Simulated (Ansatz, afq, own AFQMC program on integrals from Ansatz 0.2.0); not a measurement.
# GeNH (singlet): quantum Monte Carlo beside coupled cluster, cc-pVDZ, part 2 of 2

Ansatz 0.2.0, Gaussian basis, and an in-house AFQMC program (afq) on its integrals; all values are calculated; cc-pVDZ, frozen cores. Earlier steps stand in the parts before.

## (13) Phaseless AFQMC, CISD trial on RHF (settings varied)

It reads the integrals that the CCSD(T) run on this determinant wrote.

Started as:

```console
$ afq ham --method phaseless --trial cisd --walkers 40 --populations 1 --least-time 40 --time-step 0.005 --steps-per-block 5 --equilibration-blocks 400 --max-blocks 800 --target-error 0.00076 --factor-cut 1e-05 --seed 6966 --release-times 0.2,0.4 --release-step 0.05 --release-every 40 --taylor-order 4
```

What it wrote:

```text
orbitals 31  electrons 5 5  factors 236 of 509
reference energy -2130.29117980 Eh
CCSD correlation -0.28152410 Eh in 14 cycles, weight of the determinant in the CISD state 0.8252
energy of the start -2130.572704 Eh
 block  time / (1/Eh)  mean weight  energy / Eh
     1     0.025  0.9985  -2130.571411
     2     0.050  0.9999  -2130.570474
     3     0.075  0.9997  -2130.569733
     4     0.100  1.0000  -2130.568996
     5     0.125  0.9962  -2130.568717
     6     0.150  1.0010  -2130.568511
     7     0.175  1.0021  -2130.568974
     8     0.200  0.9995  -2130.569405
     9     0.225  0.9984  -2130.569493
    10     0.250  1.0004  -2130.570750
    31     0.775  1.0015  -2130.582012
    61     1.525  1.0029  -2130.584788
    91     2.275  0.9972  -2130.577911
   121     3.025  1.0011  -2130.585246
   151     3.775  1.0008  -2130.573910
   181     4.525  0.9997  -2130.587269
   211     5.275  0.9982  -2130.569452
   241     6.025  1.0031  -2130.575607
   271     6.775  0.9979  -2130.615440
   301     7.525  1.0011  -2130.577413
   331     8.275  0.9967  -2130.583005
   361     9.025  1.0010  -2130.605787
   391     9.775  0.9977  -2130.589351
   421    10.525  0.9960  -2130.562821
   451    11.275  0.9992  -2130.568880
   481    12.025  0.9985  -2130.603381
   511    12.775  1.0017  -2130.584871
   541    13.525  1.0010  -2130.588702
   571    14.275  1.0024  -2130.614782
   601    15.025  1.0008  -2130.577401
   631    15.775  0.9966  -2130.576555
   661    16.525  0.9997  -2130.586954
   691    17.275  0.9991  -2130.593029
   721    18.025  0.9995  -2130.568655
   751    18.775  1.0002  -2130.591737
   781    19.525  1.0024  -2130.579836
   811    20.275  0.9997  -2130.583589
   841    21.025  1.0033  -2130.582311
   871    21.775  0.9976  -2130.573820
   901    22.525  1.0011  -2130.594566
   931    23.275  0.9988  -2130.583404
   961    24.025  1.0005  -2130.586341
   991    24.775  1.0016  -2130.601232
  1021    25.525  1.0023  -2130.605706
  1051    26.275  0.9976  -2130.596754
  1081    27.025  1.0018  -2130.578012
  1111    27.775  0.9980  -2130.581474
  1141    28.525  0.9996  -2130.571694
  1171    29.275  1.0003  -2130.580921
blocks merged  error / Eh  count
     1  0.000438  800
     2  0.000609  400
     4  0.000836  200
     8  0.001118  100
    16  0.001479  50
    32  0.001887  25
    64  0.002083  12
released: time / (1/Eh)  energy / Eh  error  mean overlap
  0.20  -2130.592498  0.002824  0.9633
  0.40  -2130.593842  0.002994  0.9443
energy -2130.586788 +/- 0.001887 Eh
```

It took 86 s on 1 thread of Intel Xeon Platinum 8488C (Sapphire Rapids), shared host.

Energy -57976.2200 ± 0.0513 eV. The run doesn't count as converged. Caveats: constraint bias not in the error; error not settled; error above the target.

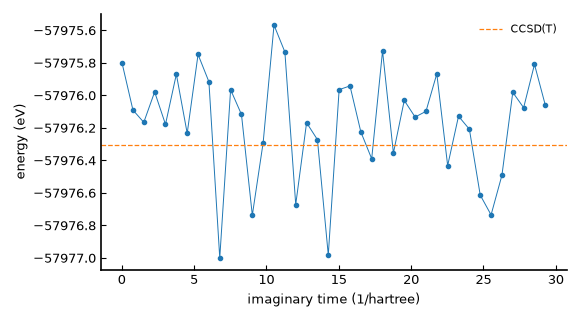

Block energies along the walk.

## (14) UHF

File in.yaml:

```yaml
crystal:
  periodic: [false, false, false]
  atoms:
    - {symbol: Ge, position_ang: [0.000000, 0.014250, 0.329308]}
    - {symbol: N, position_ang: [0.000000, -0.126443, -1.555498]}
    - {symbol: H, position_ang: [0.000000, 0.730143, -2.116709]}
basis:
  gaussian: {orbitals: cc-pVDZ}
magnetization: {spin_polarized: true, initial_magnetization: 0}
hamiltonian: {xc: hf}
output: {orbitals: {seedname: orbitals}}
```

Started as:

```console
$ ansatz run in.yaml --threads 1 --pin off --events-out ev --progress --plain --max-ram 1382MiB
```

What it wrote (excerpt; [...] marks lines left out):

```text
Functional definition: HF
  name "HF"
  cite "Fock, Z. Phys. 61, 126 (1930) doi:10.1007/BF01340294"
  parent pbe
[...]
509 factors; integrals over basis functions are off by at most 1.1e-3 eV
[...]
mean field -57968.88027134 eV, -2130.3170572534 hartree, gradient 1.8e-5 eV, S^2 0.767413; 7 other end points of the search recorded, 0 dependent functions left out
reference -57968.88027134 eV, -2130.3170572534 hartree; 20, 20 occupied and 26, 26 virtual orbitals, 509 factors
Total energy: -57968.88027134 eV, -2130.3170572534 hartree
```

It took 3 s on 1 thread of Intel Xeon Platinum 8488C (Sapphire Rapids), shared host.

From the report: ⟨S²⟩ of the determinant 0.767 (pure singlet: 0.00). The determinant is far from a pure spin state, so its energy mixes those of several spin states (harmless only where they are near-degenerate, as at dissociation).

## (15) CCSD(T) on UHF

Changes to in.yaml since step 14:

```diff
@@ -9,3 +9,2 @@
 magnetization: {spin_polarized: true, initial_magnetization: 0}
-hamiltonian: {xc: hf}
-output: {orbitals: {seedname: orbitals}}
+correlation: {method: ccsd_t, electrons: outside_noble_gas, hamiltonian_folder: ham}
```

The command is unchanged.

What it wrote (excerpt; [...] marks lines left out):

```text
Functional definition: HF
  name "HF"
  cite "Fock, Z. Phys. 61, 126 (1930) doi:10.1007/BF01340294"
  parent pbe
[...]
509 factors; integrals over basis functions are off by at most 1.1e-3 eV
[...]
mean field -57968.88027134 eV, -2130.3170572534 hartree, gradient 2.0e-6 eV, S^2 0.767413; 17 other end points of the search recorded, 0 dependent functions left out
determinant -57968.88027134 eV, -2130.3170572534 hartree, with singles and doubles -57975.75468727 eV, -2130.5696873793 hartree
determinant -57967.90142957 eV, -2130.2810854817 hartree, with singles and doubles -57973.81887744 eV, -2130.4985476801 hartree
determinant -57966.92297466 eV, -2130.2451279271 hartree, with singles and doubles -57972.90108182 eV, -2130.4648193130 hartree
determinant -57968.17610983 eV, -2130.2911797951 hartree, with singles and doubles -57975.83862359 eV, -2130.5727719822 hartree
15 core orbitals not correlated: weight in the atoms' cores, before any rotation towards them, 0.999 or more for the frozen orbitals, at most 0.002 for the correlated occupied ones
reference -57968.88027134 eV, -2130.3170572534 hartree; 5, 5 occupied and 26, 26 virtual orbitals, 509 factors
second order -5.60790464 eV of doubles, -0.00000000 eV of singles
cycle   1  -6.87552434 eV  change   -1.1e-3 eV  update   1.1e-2
[...]
cycle  12  -6.95048741 eV  change    2.1e-6 eV  update   1.2e-5
perturbative correction -0.37695683 eV, -0.0138529079 hartree
Total energy: -57976.20771557 eV, -2130.5863358623 hartree
```

It took 22 s on 1 thread of Intel Xeon Platinum 8488C (Sapphire Rapids), shared host.

From the report: ⟨S²⟩ of the determinant 0.767 (pure singlet: 0.00); correlation -7.3274 eV; T1 0.117; largest double amplitude 0.21. The determinant is far from a pure spin state, so its energy mixes those of several spin states (harmless only where they are near-degenerate, as at dissociation).

This run also writes the integrals to the folder ham.

## (16) CCSDT(Q) on UHF

Changes to in.yaml since step 15:

```diff
@@ -9,2 +9,2 @@
 magnetization: {spin_polarized: true, initial_magnetization: 0}
-correlation: {method: ccsd_t, electrons: outside_noble_gas, hamiltonian_folder: ham}
+correlation: {method: ccsdt_q, electrons: outside_noble_gas}
```

Same command.

What it wrote (excerpt; [...] marks lines left out):

```text
Functional definition: HF
  name "HF"
  cite "Fock, Z. Phys. 61, 126 (1930) doi:10.1007/BF01340294"
  parent pbe
[...]
884 factors; integrals over basis functions are off by at most 2.2e-7 eV
[...]
mean field -57968.88039031 eV, -2130.3170616257 hartree, gradient 2.9e-6 eV, S^2 0.767412; 17 other end points of the search recorded, 0 dependent functions left out
determinant -57968.88039031 eV, -2130.3170616257 hartree, with singles and doubles -57975.75479543 eV, -2130.5696913540 hartree
determinant -57967.90154879 eV, -2130.2810898633 hartree, with singles and doubles -57973.81899060 eV, -2130.4985518386 hartree
determinant -57966.92310926 eV, -2130.2451328736 hartree, with singles and doubles -57972.90121221 eV, -2130.4648241051 hartree
determinant -57968.17622932 eV, -2130.2911841865 hartree, with singles and doubles -57975.83873136 eV, -2130.5727759426 hartree
15 core orbitals not correlated: weight in the atoms' cores, before any rotation towards them, 0.999 or more for the frozen orbitals, at most 0.002 for the correlated occupied ones
reference -57968.88039031 eV, -2130.3170616257 hartree; 5, 5 occupied and 26, 26 virtual orbitals, 884 factors
second order -5.60790867 eV of doubles, -0.00000000 eV of singles
cycle   1  -5.99691126 eV  change   -3.9e-1 eV  update   1.3e-1
[...]
cycle  25  -7.44578962 eV  change   -4.7e-7 eV  update   9.1e-7
perturbative correction -0.10210101 eV, -0.0037521427 hartree
Total energy: -57976.42828094 eV, -2130.5944414899 hartree
```

It took 33 s on 1 thread of Intel Xeon Platinum 8488C (Sapphire Rapids), shared host; peak memory 0.26 GiB.

From the report: ⟨S²⟩ of the determinant 0.767 (pure singlet: 0.00); correlation -7.5479 eV; T1 0.139; largest double amplitude 0.30. The determinant is far from a pure spin state, so its energy mixes those of several spin states (harmless only where they are near-degenerate, as at dissociation).

## (17) Phaseless AFQMC, CISD trial on UHF

It reads the integrals that the CCSD(T) run on this determinant wrote.

Started as:

```console
$ afq ham --method phaseless --trial cisd --walkers 100 --populations 1 --least-time 40 --time-step 0.005 --steps-per-block 50 --equilibration-blocks 28 --max-blocks 300 --target-error 0.00038 --factor-cut 1e-05 --start spin_pure --seed 8150 --release-times 0.24,0.51,0.99,1.62,2.4 --release-step 0.03 --release-every 4 --taylor-order 6
```

What it wrote:

```text
orbitals 31  electrons 5 5  factors 236 of 509
reference energy -2130.31705725 Eh
CCSD correlation -0.25542543 Eh in 19 cycles, weight of the determinant in the CISD state 0.6333
energy of the start -2130.516307 Eh
 block  time / (1/Eh)  mean weight  energy / Eh
     1     0.250  1.0020  -2130.541025
     2     0.500  0.9996  -2130.570346
     3     0.750  1.0014  -2130.588318
     4     1.000  1.0001  -2130.577924
     5     1.250  0.9996  -2130.577821
     6     1.500  0.9990  -2130.583102
     7     1.750  0.9990  -2130.590249
     8     2.000  0.9995  -2130.594459
     9     2.250  1.0011  -2130.588032
    10     2.500  1.0002  -2130.578060
    17     4.250  0.9998  -2130.595124
    25     6.250  0.9996  -2130.593107
    33     8.250  1.0003  -2130.584828
    41    10.250  0.9986  -2130.579292
    49    12.250  0.9995  -2130.587975
    57    14.250  0.9985  -2130.583554
    65    16.250  1.0008  -2130.587285
    73    18.250  1.0009  -2130.582855
    81    20.250  1.0012  -2130.583576
    89    22.250  0.9984  -2130.591955
    97    24.250  1.0004  -2130.581471
   105    26.250  1.0009  -2130.585442
   113    28.250  0.9993  -2130.594385
   121    30.250  0.9989  -2130.584245
   129    32.250  0.9975  -2130.581871
   137    34.250  1.0006  -2130.605947
   145    36.250  1.0031  -2130.587788
   153    38.250  0.9997  -2130.589145
   161    40.250  1.0024  -2130.576755
   169    42.250  0.9990  -2130.577332
   177    44.250  0.9997  -2130.586845
   185    46.250  1.0008  -2130.616767
   193    48.250  1.0010  -2130.591880
   201    50.250  1.0003  -2130.589853
   209    52.250  0.9984  -2130.585315
   217    54.250  0.9988  -2130.589623
   225    56.250  0.9997  -2130.587117
   233    58.250  0.9996  -2130.595138
   241    60.250  1.0002  -2130.617546
   249    62.250  0.9989  -2130.581461
   257    64.250  0.9983  -2130.579290
   265    66.250  1.0004  -2130.585698
   273    68.250  1.0010  -2130.585245
   281    70.250  1.0008  -2130.592235
   289    72.250  0.9993  -2130.589921
   297    74.250  1.0005  -2130.601590
   305    76.250  1.0002  -2130.593755
   313    78.250  1.0008  -2130.614534
   321    80.250  1.0006  -2130.597232
blocks merged  error / Eh  count
     1  0.000490  300
     2  0.000608  150
     4  0.000735  75
     8  0.000726  37
    16  0.000713  18
    32  0.000745  9
released: time / (1/Eh)  energy / Eh  error  mean overlap
  0.24  -2130.591438  0.001090  1.0000
  0.51  -2130.592278  0.001096  0.9867
  0.99  -2130.593004  0.001248  0.9786
  1.62  -2130.594575  0.001340  0.9629
  2.40  -2130.593568  0.001403  0.9740
energy -2130.590169 +/- 0.000726 Eh
```

Run time: 8.4 min. Hardware: 1 thread of Intel Xeon Platinum 8488C (Sapphire Rapids), shared host.

Energy -57976.3120 ± 0.0198 eV. Caveats: constraint bias not in the error; error above the target.

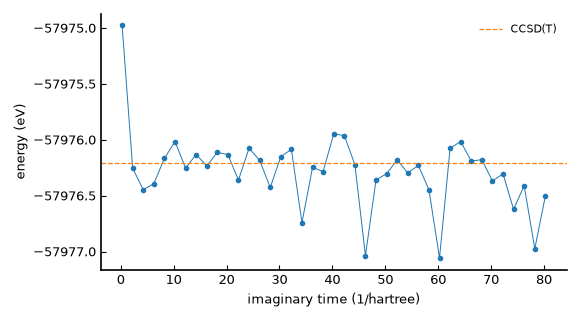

Block energies along the walk.

## (18) Phaseless AFQMC, single-determinant trial on UHF

It reads the integrals that the CCSD(T) run on this determinant wrote.

Started as:

```console
$ afq ham --method phaseless --trial hf --walkers 200 --populations 1 --least-time 40 --time-step 0.005 --steps-per-block 20 --equilibration-blocks 112 --max-blocks 600 --target-error 0.00114 --factor-cut 1e-05 --start spin_pure --seed 1112 --taylor-order 6
```

What it wrote:

```text
orbitals 31  electrons 5 5  factors 236 of 509
reference energy -2130.31705725 Eh
CCSD correlation -0.25542543 Eh in 19 cycles, weight of the determinant in the CISD state 0.6333
energy of the start -2130.330613 Eh
 block  time / (1/Eh)  mean weight  energy / Eh
     1     0.100  1.0010  -2130.384898
     2     0.200  1.0025  -2130.421684
     3     0.300  0.9995  -2130.453721
     4     0.400  1.0013  -2130.478499
     5     0.500  1.0011  -2130.502834
     6     0.600  1.0013  -2130.500117
     7     0.700  0.9997  -2130.546358
     8     0.800  1.0020  -2130.551309
     9     0.900  1.0014  -2130.550217
    10     1.000  1.0019  -2130.558585
    18     1.800  1.0013  -2130.565540
    35     3.500  1.0003  -2130.605908
    52     5.200  1.0005  -2130.582006
    69     6.900  0.9994  -2130.606592
    86     8.600  1.0006  -2130.590426
   103    10.300  1.0016  -2130.607346
   120    12.000  1.0009  -2130.605729
   137    13.700  0.9996  -2130.574692
   154    15.400  0.9986  -2130.581932
   171    17.100  1.0007  -2130.585523
   188    18.800  1.0009  -2130.603133
   205    20.500  0.9998  -2130.587353
   222    22.200  0.9993  -2130.596997
   239    23.900  1.0015  -2130.563495
   256    25.600  0.9998  -2130.594948
   273    27.300  1.0008  -2130.570054
   290    29.000  0.9998  -2130.626029
   307    30.700  0.9985  -2130.590315
   324    32.400  1.0009  -2130.574053
   341    34.100  1.0002  -2130.588378
   358    35.800  1.0001  -2130.590717
   375    37.500  1.0005  -2130.590784
   392    39.200  0.9984  -2130.584946
   409    40.900  1.0004  -2130.582453
   426    42.600  1.0009  -2130.576673
   443    44.300  1.0004  -2130.620468
   460    46.000  0.9983  -2130.571794
   477    47.700  1.0001  -2130.605991
   494    49.400  0.9991  -2130.626959
   511    51.100  1.0003  -2130.573648
   528    52.800  1.0009  -2130.630449
   545    54.500  1.0004  -2130.603683
   562    56.200  0.9995  -2130.606445
   579    57.900  0.9967  -2130.594775
   596    59.600  1.0013  -2130.605587
   613    61.300  1.0005  -2130.613400
   630    63.000  0.9986  -2130.585761
   647    64.700  1.0008  -2130.565155
   664    66.400  1.0013  -2130.614107
   681    68.100  0.9999  -2130.580052
   698    69.800  0.9988  -2130.599474
blocks merged  error / Eh  count
     1  0.000793  600
     2  0.001052  300
     4  0.001359  150
     8  0.001662  75
    16  0.002033  37
    32  0.002192  18
    64  0.001890  9
energy -2130.593989 +/- 0.002192 Eh
```

It took 5.1 min on 1 thread of Intel Xeon Platinum 8488C (Sapphire Rapids), shared host.

Energy -57976.4160 ± 0.0596 eV. Caveats: constraint bias not in the error; error above the target.

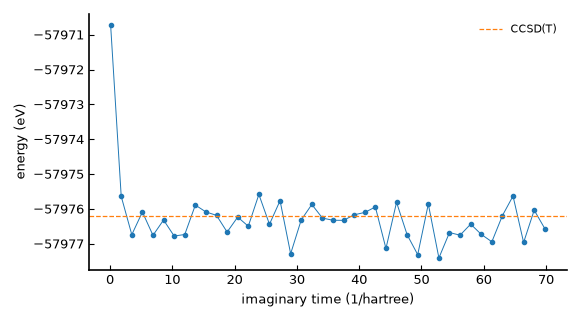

Block energies along the walk.

## (19) Phaseless AFQMC, CISD trial on UHF (settings varied)

It reads the integrals that the CCSD(T) run on this determinant wrote.

Started as:

```console
$ afq ham --method phaseless --trial cisd --walkers 40 --populations 1 --least-time 40 --time-step 0.01 --steps-per-block 50 --equilibration-blocks 12 --max-blocks 80 --target-error 0.00076 --factor-cut 1e-05 --start determinant --seed 8300 --taylor-order 6
```

What it wrote:

```text
orbitals 31  electrons 5 5  factors 236 of 509
reference energy -2130.31705725 Eh
CCSD correlation -0.25542543 Eh in 19 cycles, weight of the determinant in the CISD state 0.6333
energy of the start -2130.572483 Eh
 block  time / (1/Eh)  mean weight  energy / Eh
     1     0.500  0.9995  -2130.569248
     2     1.000  0.9955  -2130.572538
     3     1.500  1.0033  -2130.579599
     4     2.000  1.0005  -2130.583368
     5     2.500  1.0012  -2130.579380
     6     3.000  0.9947  -2130.589187
     7     3.500  1.0097  -2130.578533
     8     4.000  1.0001  -2130.584050
     9     4.500  0.9973  -2130.575630
    10     5.000  0.9993  -2130.575753
    11     5.500  0.9972  -2130.566466
    13     6.500  0.9999  -2130.584644
    15     7.500  1.0079  -2130.597990
    17     8.500  0.9967  -2130.600668
    19     9.500  0.9964  -2130.583587
    21    10.500  1.0017  -2130.579055
    23    11.500  1.0003  -2130.594681
    25    12.500  0.9991  -2130.616686
    27    13.500  1.0021  -2130.635001
    29    14.500  0.9991  -2130.597898
    31    15.500  1.0034  -2130.602379
    33    16.500  1.0000  -2130.601680
    35    17.500  0.9984  -2130.577077
    37    18.500  0.9996  -2130.571681
    39    19.500  0.9995  -2130.581739
    41    20.500  0.9991  -2130.586714
    43    21.500  1.0018  -2130.590499
    45    22.500  1.0031  -2130.599910
    47    23.500  1.0007  -2130.592128
    49    24.500  1.0049  -2130.568480
    51    25.500  1.0004  -2130.580107
    53    26.500  1.0063  -2130.598741
    55    27.500  0.9975  -2130.585677
    57    28.500  1.0020  -2130.603243
    59    29.500  0.9965  -2130.563705
    61    30.500  1.0025  -2130.595176
    63    31.500  1.0018  -2130.594633
    65    32.500  1.0000  -2130.580898
    67    33.500  0.9979  -2130.590249
    69    34.500  0.9940  -2130.582466
    71    35.500  1.0048  -2130.594663
    73    36.500  1.0014  -2130.587918
    75    37.500  1.0004  -2130.604762
    77    38.500  1.0009  -2130.587789
    79    39.500  1.0010  -2130.593820
    81    40.500  1.0032  -2130.594612
    83    41.500  0.9972  -2130.580791
    85    42.500  0.9946  -2130.586036
    87    43.500  0.9979  -2130.598256
    89    44.500  0.9998  -2130.590771
    91    45.500  0.9989  -2130.582703
blocks merged  error / Eh  count
     1  0.001375  80
     2  0.001560  40
     4  0.001906  20
     8  0.001888  10
energy -2130.589419 +/- 0.001906 Eh
```

Run time: 34 s. Hardware: 1 thread of Intel Xeon Platinum 8488C (Sapphire Rapids), shared host.

Energy -57976.2916 ± 0.0519 eV. Caveats: constraint bias not in the error; error above the target.

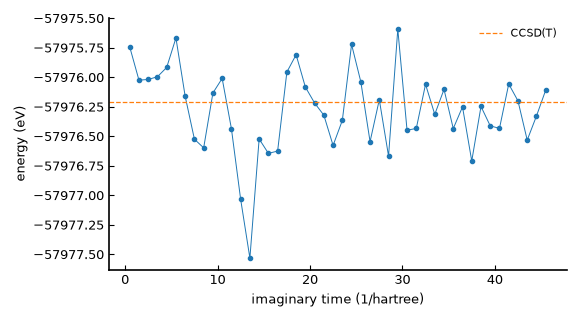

Block energies along the walk.

## (20) All levels side by side

On the RHF determinant, counted from CCSDT(Q) (a yardstick, not exact):

| level | energy (eV) | from CCSDT(Q) (meV) | statistical error (meV) | time |
| --- | --- | --- | --- | --- |
| HF | -57968.1761 | +8227.0 |  |  |
| MP2 | -57975.6331 | +770.0 |  |  |
| CCSD | -57975.8368 | +566.4 |  |  |
| CCSD(T) | -57976.3036 | +99.6 |  |  |
| CCSDT(Q) | -57976.4032 | 0.0 |  |  |
| Phaseless AFQMC, CISD trial, step 0.005, 100 walkers | -57976.3198 | +83.3 | 28.8 | 5 min |
| Free-projection AFQMC, CISD trial, step 0.03, 100 walkers | -57976.3454 | +57.8 | 28.1 | 2.5 min |
| Phaseless AFQMC, CISD trial, step 0.01, 40 walkers | -57976.2818 | +121.3 | 58.2 | 18 s |

On the UHF determinant, counted from CCSDT(Q) (a yardstick, not exact):

| level | energy (eV) | from CCSDT(Q) (meV) | statistical error (meV) | time |
| --- | --- | --- | --- | --- |
| HF | -57968.8803 | +7548.0 |  |  |
| MP2 | -57974.4882 | +1940.1 |  |  |
| CCSD | -57975.8308 | +597.5 |  |  |
| CCSD(T) | -57976.2077 | +220.6 |  |  |
| CCSDT(Q) | -57976.4283 | 0.0 |  |  |
| Phaseless AFQMC, CISD trial, step 0.005, 100 walkers | -57976.3120 | +116.3 | 19.8 | 8.4 min |
| Phaseless AFQMC, single-determinant trial, step 0.005, 200 walkers | -57976.4160 | +12.3 | 59.6 | 5.1 min |
| Phaseless AFQMC, CISD trial, step 0.01, 40 walkers | -57976.2916 | +136.7 | 51.9 | 34 s |

The functionals' totals stand on their own zeros and serve differences with other points: PBE -58012.039 eV; r2SCAN -58020.893 eV; PBE0 -58013.066 eV; B3LYP -58023.398 eV; wB97M-V -58018.364 eV; B2PLYP -58009.264 eV.

## (21) Summary of results

This closing draws on all 2 parts.

| quantity | value |
| --- | --- |
| CCSD(T) on RHF from CCSDT(Q) | +99.6 meV |
| Phaseless AFQMC, CISD trial on RHF from CCSDT(Q) | +83.3 ± 28.8 meV |
| Free-projection AFQMC, CISD trial on RHF from CCSDT(Q) | +57.8 ± 28.1 meV |
| CCSD(T) on UHF from CCSDT(Q) | +220.6 meV |
| Phaseless AFQMC, CISD trial on UHF from CCSDT(Q) | +116.3 ± 19.8 meV |
| Phaseless AFQMC, single-determinant trial on UHF from CCSDT(Q) | +12.3 ± 59.6 meV |

**Reading.** On RHF the phaseless walk with the CISD trial lies +83.3 meV from CCSDT(Q), within three error bars. Free projection has no constraint; at the last time it gives +57.8 ± 28.1 meV. On UHF the phaseless walk with the CISD trial lies +116.3 meV from CCSDT(Q), 6 times its error bar. Error bars are statistical and leave out the constraint, the time step and what remains of the start.
